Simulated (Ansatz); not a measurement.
# Ir wire along [100], 13 atoms a period: bands along the axis, part 2 of 2

Wanted: the relaxed geometry and the bands of the Ir wire along [100], 13 atoms a period.

Ansatz 0.2.0; DFT PBE, plane waves, PAW; relaxation of a wire's period; PAW set soft_1 (the session's first sound run).

So far: The starting structure; Relaxing the period.

### 2. Relaxing the period (continued)

Step by step:

```csv
step,energy less that of the first step (eV),largest force component (eV/Å),pressure (GPa),volume (Å³)
1,0.0000,3.2874,-5.76,818.16
2,-2.6824,0.8760,-0.69,804.68
3,-2.8547,0.7933,0.93,828.67
4,-2.7951,0.3445,-0.70,842.12
5,-2.9150,0.0755,0.03,828.81
6,-2.9172,0.0209,0.00,827.68
7*,-2.9183,0.0210,0.00,827.68
```

Relaxation steps marked * repeat the geometry before them on a plane-wave basis chosen anew for their cell, so energy and pressure can jump there. Relaxation step 4 was tried and not accepted.

Forces are held to the 16 operations that the run works with; a distortion that breaks them can't arise in this run.

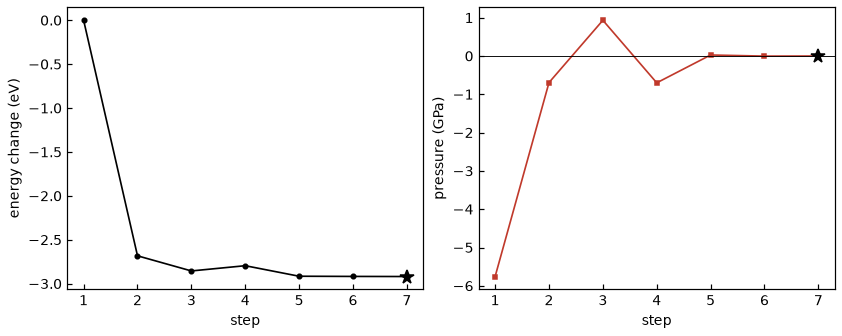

Energy and pressure along the relaxation. Stars mark steps on a basis chosen anew.

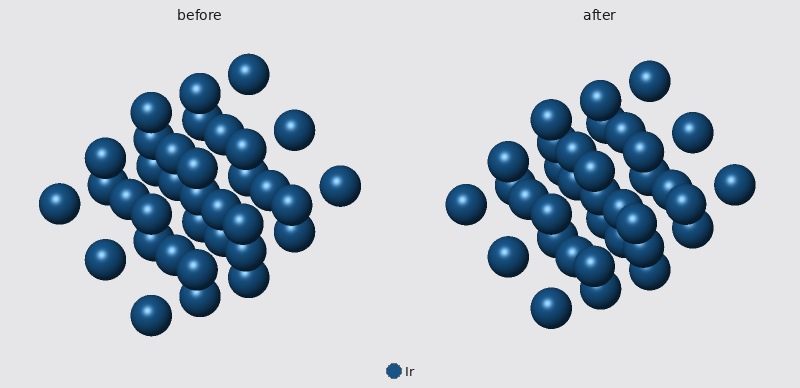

Before and after, at one scale.

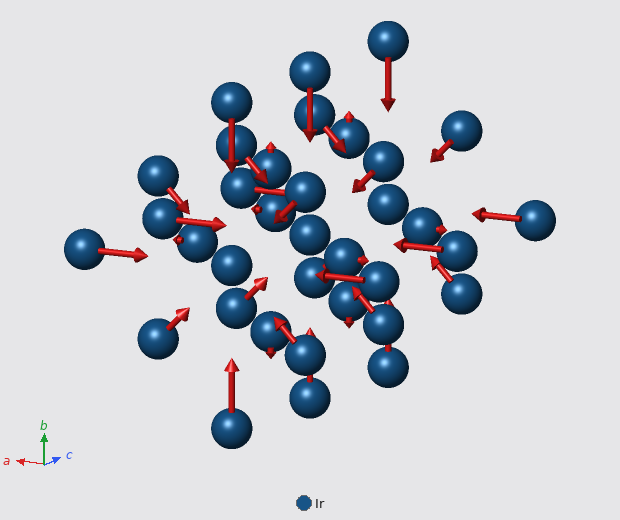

Displacements in the relaxation, exaggerated, measured against the changing cell; the longest in the cell stands for 0.28 Å. 1×1×2 cells are drawn. Some periodic images of atoms are drawn too.

```csv
cell as run,before,after,change
c (Å),3.870,3.915,+1.2 %
```

The atoms that moved most (Å, along periodic axes as changes of fractional coordinates times the final cell, across vacuum about the mean position):

```csv
atom,dx,dy,dz,length
Ir1,0.279,0.000,0.000,0.279
Ir4,0.000,0.279,0.000,0.279
Ir6,0.000,-0.279,0.000,0.279
Ir9,-0.279,0.000,0.000,0.279
Ir2,0.121,0.121,0.000,0.171
Ir3,0.121,-0.121,0.000,0.171
Ir7,-0.121,0.121,0.000,0.171
Ir8,-0.121,-0.121,0.000,0.171
```

This step gave:

```yaml
energy_at_zero_smearing: -155158.9565 eV
cell_length_along_the_wire: 3.915 Å
```

The cell's length comes to 3.915 Å with spin left out.

### 3. The wire at its relaxed period

This step: DFT PBE, plane waves, PAW; bands of a perfect wire; PAW set soft_1 (Ansatz 0.2.0).

At the relaxed period the bands are computed along the axis; those that cross an energy going forward count the channels that a perfect wire would open there.

Contents of input.yaml:

```yaml
crystal:
  lattice:
    - [14.54, 0.0, 0.0]
    - [0.0, 14.54, 0.0]
    - [0.0, 0.0, 3.9149935827]
  atoms:
    - { symbol: Ir, position: [0.253049176, 0.5, 0.0] }
    - { symbol: Ir, position: [0.375221011, 0.375221011, 0.0] }
    - { symbol: Ir, position: [0.375221011, 0.624778989, 0.0] }
    - { symbol: Ir, position: [0.5, 0.253049176, 0.0] }
    - { symbol: Ir, position: [0.5, 0.5, 0.0] }
    - { symbol: Ir, position: [0.5, 0.746950824, 0.0] }
    - { symbol: Ir, position: [0.624778989, 0.375221011, 0.0] }
    - { symbol: Ir, position: [0.624778989, 0.624778989, 0.0] }
    - { symbol: Ir, position: [0.746950824, 0.5, 0.0] }
    - { symbol: Ir, position: [0.362971867, 0.5, 0.5] }
    - { symbol: Ir, position: [0.5, 0.362971867, 0.5] }
    - { symbol: Ir, position: [0.5, 0.637028133, 0.5] }
    - { symbol: Ir, position: [0.637028133, 0.5, 0.5] }
kpoints:
  mp_grid: { grid: [1, 1, 21] }
  band_path: { path: ["Γ", Z], npoints: 90 }
scf:
  occupations: { method: fermi_dirac, width: 0.05 }
hamiltonian:
  xc: pbe
  pseudopotentials: { kind: paw, azcp: { folder: soft_1 } }
output:
  dos: { e_range: [-5, 4] }
  write_potential: true
  write_density: true
  volumetric_format: npy
```

Run with:

```bash
$ ansatz run input.yaml --threads 4 --pin off --max-ram 16384MiB --backend cpu --events-out ev --progress --plain --runs-dir out
```

Numbers of over 12 decimals in the logs are rounded to 6 here.

Log:

```text
[...]
Crystal: 13 atoms, lattice volume = 827.675 Å³
Basis set: ecut = 420 eV, 16225 PW (Γ)
Bands: 133, of which v1, the nominal top of the filled ones, is band 111 counted from 1 (110 counted from 0)
Symmetry: 16 space group operations
[...]
k-points: 11 of 21
[...]
SCF iter   1: F=—  HF=-155164.044531 eV  |F-HF|=—  |Δ(HF+E_count)|=         —  Δρ=3.18e-2  dr2=2.26e1  ethr=3.10e-3  ⟨swp⟩=9.1  Hψ=6598  notcnv=0  defer=9
[...]
SCF iter  12: F=-155159.049838 eV  HF=-155159.049838 eV  |F-HF|=3.58e-9  |Δ(HF+E_count)|=   2.88e-8  Δρ=9.85e-7  dr2=1.64e-8  ethr=4.52e-11  ⟨swp⟩=13.0  Hψ=4155  notcnv=0
SCF 1 converged in 12 iterations: F = -155159.049838 eV  dr2 = 1.64e-8
[...]
NSCF: frozen V_eff on 91 k-points
WARN: The output density's exchange-correlation potential varies sharply where the density is thin. Do not read a vacuum level from v_tot or v_xc, or from such a field of the output density. On a cell that repeats whose density bears no net charge and no dipole along the vacuum's axis use v_es (v_loc + v_h of the components); under efield.dipole_correction with no amplitude use v_es + v_field, which holds any externa [...]
SCF converged after 12 iterations
Free energy (F): -155159.049838 eV
[...]
Internal energy: -155158.863246 eV  (E = F + TS)
E sigma→0 (E₀):  -155158.956542 eV
Entropy (-TS):   -0.186592 eV (-14.353 meV/atom)
Fermi energy:    2.374712 eV
[...]
--- Band table (eV; the first three rows and the last of 11) ---
  k-point 0: bands = [... 107 lower, 2.2943, 2.3436, 2.3436, 2.3661, 2.5169, 2.5248, 2.6759, 2.7232, ... 18 higher]
  k-point 1: bands = [... 107 lower, 2.2343, 2.2966, 2.2966, 2.3353, 2.5226, 2.5275, 2.6600, 2.7686, ... 18 higher]
  k-point 2: bands = [... 107 lower, 2.1370, 2.2162, 2.2162, 2.2567, 2.5316, 2.5404, 2.6218, 2.8385, ... 18 higher]
  k-point 10: bands = [... 107 lower, 2.0353, 2.1294, 2.3812, 2.3812, 2.5439, 2.6375, 2.6418, 2.7510, ... 18 higher]
```

Wall time 2.4 min (4 threads of Arm Neoverse V1, shared host); peak memory 5 GiB.

Numbers from this step:

* band gap: 0 eV

Electronic bands along the path, in eV, zero at the Fermi level; # counts the bands kept:

```csv
point,#55,#56,#57,#58,#59,#60,#61,#62
Γ,-0.08,-0.03,-0.03,-0.01,0.14,0.15,0.30,0.35
Z,-0.33,-0.26,0.01,0.01,0.15,0.26,0.27,0.38
```

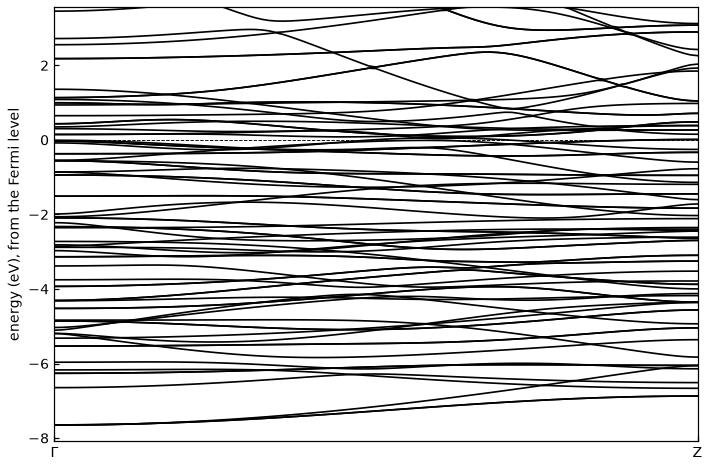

Electronic bands along the path.

Between Γ and Z the bands cross the Fermi level 4 times, so a perfect wire would conduct at least 4 G₀, with spin left out.

### 4. Outcome

```json
{
  "cell length, PBE": "3.915 Å",
  "ballistic conductance by band crossings, a lower bound, PBE": "4 G₀"
}
```

In words: Under PBE the cell's length is 3.91 Å, and the bands cross the Fermi level 4 times between Γ and Z, which gives a perfect wire at least 4 G₀ (opposite crossings within one step of the path cancel in such a count). No spin was allowed, though thin wires with open d shells can turn magnetic. Spin-orbit coupling is left out, which matters for the bands of heavy atoms.

[Logs are printed without paths, hosts, clocks, repeated set-up lines and the standing remarks that a program may print on its own settings, such as how far it seeks lower states.]

[Hosts, paths, dates, database ids (printed as entryN), source tags and the programs' standing remarks are cut or masked in the printed files.]
